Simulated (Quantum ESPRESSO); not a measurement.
# Gap and tunnelling decay at a withheld lattice constant: KZnCl3, cubic perovskite type

Method. Quantum ESPRESSO 7.5 (pw.x, pwcond.x with ikind = 0), PBE, GBRV ultrasoft, cubic crystals. κ is the slowest decay along [001] at mid-gap among three points across the current.

| a (Å) | gap on the mesh (eV) | κ (1/Å) |
| --- | --- | --- |
| 4.789 | 1.750 | 0.204 |
| 4.941 | 1.527 | 0.181 |
| 5.094 | 1.215 | 0.155 |
| 5.247 | 0.923 | 0.131 |

One more run was made and is withheld. What are gap and κ at a = 5.400 Å?

**Worked estimate.** A line through the rows at 5.094 and 5.247 Å gives a gap of 1.215 + 2.000 × (0.923 − 1.215) = 0.63 eV and κ = 0.107 1/Å. The two-band model κ = 0.5123 √(m* E_g/4) needs m* = 0.301 at 5.094 Å; with that mass and the new gap, κ = 0.112 1/Å.

**The withheld run.** The gap is 0.656 eV and κ = 0.105 1/Å. The line misses the gap by −0.025 eV and κ by +1.9 %; the two-band estimate misses κ by +6.4 %.

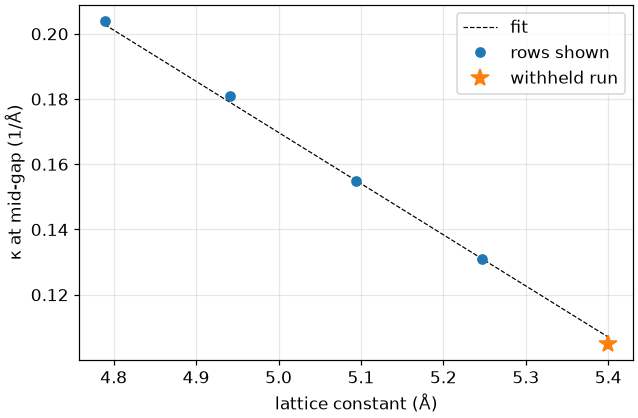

The rows shown, the fit and the withheld run.

**Limits.** The structure type is imposed. Local and semilocal gaps and decay constants are too small; no spin-orbit coupling. For an indirect gap m* is a fitting number alone.
